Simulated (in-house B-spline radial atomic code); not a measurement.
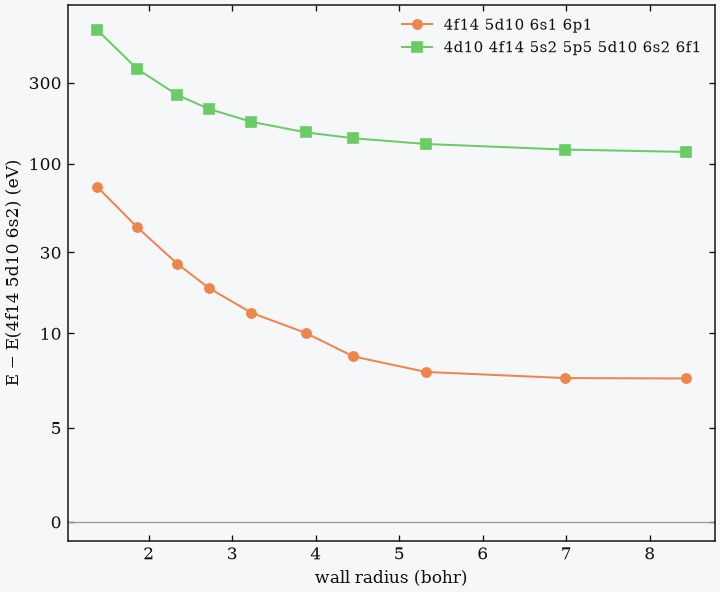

System: the Pb²⁺ ion, configuration [Xe] 4f14 5d10 6s2. It is put inside a hard spherical wall of varying radius. Theory: scalar-relativistic (spin-free one-electron X2C) Hartree-Fock, spin-polarised, average of configuration, Fermi nucleus, hard spherical wall, basis-set limit (computed with an in-house B-spline radial code). The plot shows the energy of other fillings against the starting one at the same radius, on a scale that is linear within ±10 eV and logarithmic beyond.

Which of the fillings is lower at each radius?

Answer. Against 4f14 5d10 6s2: 4f14 5d10 6s1 6p1 lies 7.61 eV above it at 8.43 bohr and never crosses it, ending at 73.4 eV at 1.38 bohr; 4d10 4f14 5s2 5p5 5d10 6s2 6f1 lies 117.4 eV above it at 8.43 bohr and never crosses it, ending at 616.3 eV at 1.38 bohr. At the tightest wall the lowest of the fillings run is 4f14 5d10 6s2; others weren't tried.
